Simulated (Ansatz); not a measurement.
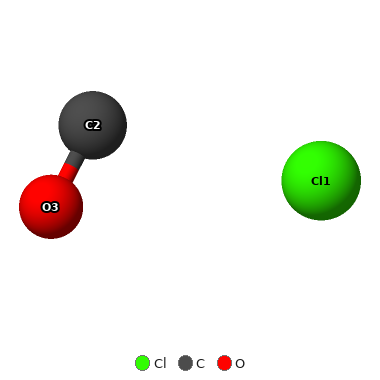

The system is the pair Cl···CO, charge −1; the picture shows the reference structure. The turn is about an axis along (−0.04, −1.00, 0.00) in the frame of the relaxed pair, normal to the line between the partners. Coordinates scanned: (1) distance C2···Cl1; (2) turn of Cl1 about C2. The grid has 15 × 15 points. Energies are in kJ/mol, from the lowest grid point. The calculation used RKS PBE0-D4/def2-TZVPD (Ansatz).

Its coordinates:

```xyz
3

Cl    0.2264   -0.0084   -2.0291
C     0.4257   -0.0156    0.8406
O    -0.6521    0.0240    1.1885
```

Range: distance C2···Cl1 from 2.416 to 3.816 Å; turn of Cl1 about C2 from −120.0 to 120.0°.

What landscape does the calculation give?

The lowest grid point is at distance C2···Cl1 = 2.844 Å, turn of Cl1 about C2 = 0.0°. The energy also falls towards the edge at distance C2···Cl1 = 3.290 Å, turn of Cl1 about C2 = 120.0° (15 kJ/mol above the lowest) and distance C2···Cl1 = 3.816 Å, turn of Cl1 about C2 = −120.0° (37 kJ/mol above the lowest), where a further well may lie outside the range. The highest grid point, distance C2···Cl1 = 2.416 Å, turn of Cl1 about C2 = −102.9°, lies 1342 kJ/mol above the lowest.

| turn of Cl1 about C2 ↓, distance C2···Cl1 → | 2.416 | 2.451 | 2.508 | 2.578 | 2.659 | 2.748 | 2.844 | 2.947 | 3.056 | 3.171 | 3.290 | 3.415 | 3.545 | 3.678 | 3.816 |
| --- | --- | --- | --- | --- | --- | --- | --- | --- | --- | --- | --- | --- | --- | --- | --- |
| 120.0 | 43 | 40 | 35 | 29 | 25 | 21 | 18 | 16 | 15 | 15 | 15 | 15 | 15 | 16 | 16 |
| 102.9 | 79 | 73 | 65 | 56 | 48 | 41 | 35 | 30 | 27 | 25 | 23 | 22 | 21 | 21 | 21 |
| 85.7 | 107 | 99 | 88 | 76 | 65 | 55 | 47 | 40 | 35 | 32 | 29 | 27 | 25 | 24 | 24 |
| 68.6 | 109 | 101 | 89 | 77 | 66 | 56 | 48 | 41 | 36 | 32 | 29 | 27 | 26 | 25 | 24 |
| 51.4 | 83 | 77 | 68 | 59 | 50 | 43 | 37 | 32 | 28 | 26 | 24 | 23 | 22 | 22 | 21 |
| 34.3 | 48 | 44 | 38 | 33 | 28 | 24 | 20 | 18 | 17 | 16 | 16 | 16 | 16 | 16 | 17 |
| 17.1 | 19 | 17 | 14 | 11 | 8 | 7 | 6 | 6 | 6 | 7 | 8 | 9 | 10 | 11 | 12 |
| 0.0 | 12 | 10 | 7 | 4 | 2 | 1 | 0 | 0 | 1 | 2 | 3 | 5 | 6 | 8 | 9 |
| −17.1 | 42 | 37 | 30 | 23 | 17 | 12 | 8 | 6 | 5 | 4 | 4 | 5 | 6 | 7 | 8 |
| −34.3 | 132 | 119 | 100 | 81 | 64 | 49 | 37 | 28 | 21 | 16 | 13 | 11 | 10 | 10 | 10 |
| −51.4 | 311 | 282 | 241 | 198 | 157 | 122 | 93 | 70 | 52 | 39 | 29 | 23 | 18 | 16 | 14 |
| −68.6 | 601 | 555 | 485 | 409 | 333 | 264 | 204 | 154 | 114 | 83 | 61 | 45 | 34 | 27 | 22 |
| −85.7 | 1036 | 972 | 876 | 767 | 649 | 530 | 417 | 318 | 236 | 171 | 123 | 88 | 63 | 47 | 36 |
| −102.9 | 1342 | 1265 | 1168 | 1072 | 952 | 795 | 623 | 468 | 342 | 244 | 173 | 121 | 86 | 61 | 45 |
| −120.0 | 1091 | 1024 | 925 | 814 | 693 | 568 | 449 | 342 | 253 | 184 | 132 | 94 | 67 | 49 | 37 |

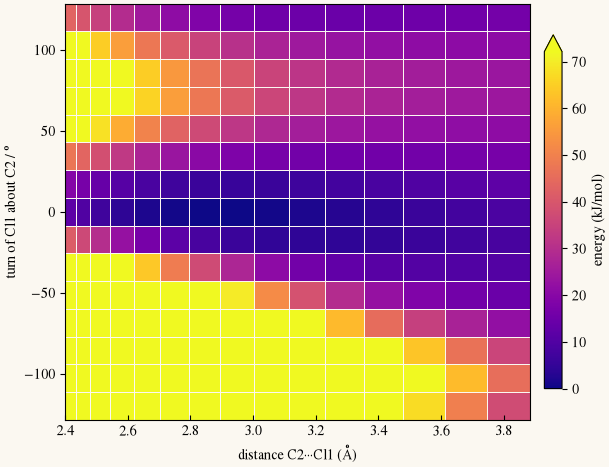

In the figure: one coloured cell a grid point, one colour for all values above the top of the scale.

Each point was launched as `ansatz run input.yaml --threads 1 --pin off --max-ram 2560MiB --backend cpu --events-out ev --progress --plain --runs-dir out`. Time for the 225 points that were run: 19 min on 1 thread of Arm Neoverse N1 (shared host).
